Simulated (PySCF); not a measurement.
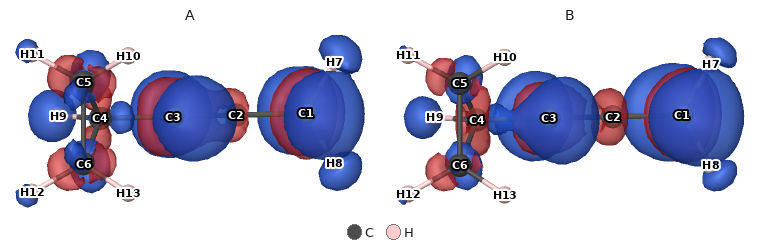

C$_{6}$H$_{7}$, doublet, SMILES `[CH2]C#CC1CC1`. The two Fukui functions at ±0.03 e/Å³ (blue positive, red negative).

Level of theory: PBE0/6-31G* (PySCF), at a geometry from GFN2-xTB. No frequency check shows the geometry to be a minimum. GFN2-xTB doesn't know the spin state, so this open-shell geometry is rough.

Why do the two look alike?

The electron leaves from or enters the same singly occupied orbital. A is f⁻, B is f⁺. f⁻ (Hirshfeld-condensed) is largest on C1 (0.25) and C3 (0.21); the vertical ionisation energy is 7.65 eV (to the singlet cation, which needn't be its lowest state). f⁺ (Hirshfeld-condensed) is largest on C1 (0.28) and C3 (0.21); the vertical electron affinity is −0.24 eV (to the singlet anion, which needn't be its lowest state; negative, but this basis has no diffuse functions, so it doesn't show that the anion is unbound).
